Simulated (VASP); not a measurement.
```
CELL_PARAMETERS angstrom
      0.00620     6.46279     6.44809
      6.46279     0.00620     6.44809
      3.23449     3.23449     0.00000
ATOMIC_POSITIONS crystal
  Mg 0.00085 0.00085 0.99831
  Mg 0.00190 0.49819 0.99991
  Mg 0.49819 0.00190 0.99991
  Te 0.12479 0.12479 0.25042
  Te 0.12029 0.62655 0.25316
  Te 0.62655 0.12029 0.25316
  Te 0.62768 0.62768 0.24464
  Hg 0.49975 0.49975 0.00049
```

Computed with PBEsol GGA, VASP's PBE PAW potentials (set 64) (plane waves; VASP 6.6.1). Settings: 400 eV cut-off, 4×4×7 Γ-centred mesh, tetrahedra with Blöchl corrections, potentials Mg Te Hg.

Unless said otherwise, spin-orbit coupling is left out, though it shifts the bands of the heavy elements here.

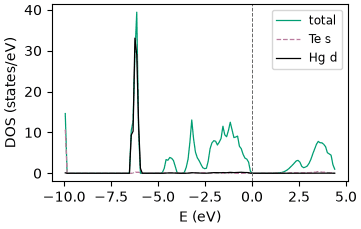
Figure: Total and projected density of states, zero at the valence-band maximum

Within 2 eV below the valence-band maximum the largest weight inside VASP's projection spheres is Te p.

The gap is direct, 0.90 eV, from the valence maximum at Γ to the conduction minimum at Γ.

The structure was generated: HgMg3Te4 was put into an ordered model structure (Amm2), which need not be its known phase. It was relaxed first.
